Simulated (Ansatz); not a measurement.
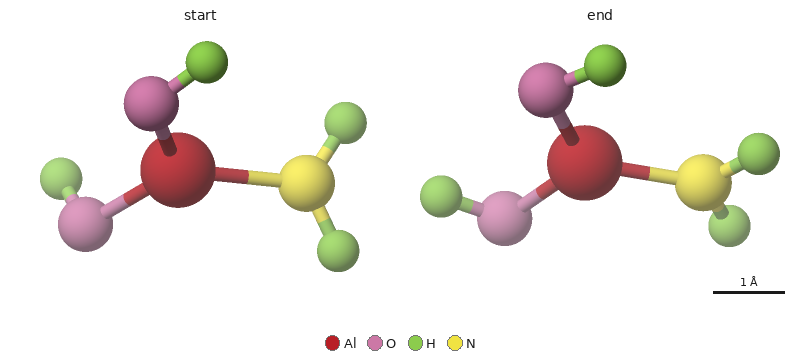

The structure of AlNH$_{4}$O$_{2}$ before (left) and after (right) a relaxation, at one scale.

Style: ball-and-stick. Shown from a free direction.

The run prepares the start of a later molecular dynamics calculation, from a guessed geometry.

These are results of RKS PBE0-D4/STO-3G in Ansatz 0.2.0, not measurements.

Input
```yaml
crystal:
  periodic: [false, false, false]
  atoms:
    - { symbol: Al, position_ang: [0.0, 0.0, 0.0] }
    - { symbol: O, position_ang: [0.0, 0.0, 1.78] }
    - { symbol: H, position_ang: [-0.9095, -0.2814, 2.1171] }
    - { symbol: O, position_ang: [1.5415, 0.0, -0.89] }
    - { symbol: H, position_ang: [1.8414, -0.9519, -1.0449] }
    - { symbol: "N", position_ang: [-1.6627, 0.0, -0.96] }
    - { symbol: H, position_ang: [-2.3316, -0.8164, -0.8614] }
    - { symbol: H, position_ang: [-1.9118, 0.8164, -1.5886] }
basis:
  gaussian: { orbitals: STO-3G }
hamiltonian:
  xc: pbe0
  dispersion: d4
relax:
  f_tol: 0.02
  max_steps: 40
```

Command:
```bash
ansatz run input.yaml --threads 1 --pin off --max-ram 2048MiB --backend cpu --events-out ev --progress --plain --runs-dir out
```

**What changed between the two?**

Over 10 geometry steps the energy falls by 31.1 kcal/mol. Largest force component: 3.2 eV/Å at the start, 0.014 eV/Å at the end. The atom that moves furthest after the best rigid fit is H7 (1.01 Å). By element the largest moves are H 1.01 Å, O 0.47 Å, Al 0.25 Å, N 0.09 Å. Among the contacts that change: Al1–N6 1.920 → 1.728 Å, Al1–O4 1.780 → 1.703 Å, Al1–O2 1.780 → 1.707 Å, N6–H7 1.060 → 1.031 Å. Among the angles between lasting bonds that change: H7–N6–H8 120.0° → 109.0°, Al1–N6–H7 120.0° → 126.3°, Al1–O4–H5 109.5° → 104.3°. Groups turn about Al1–O4 by about 90°, Al1–N6 by about 65°.

Limits of the set-up: STO-3G is a minimal basis, so the numbers are rough.
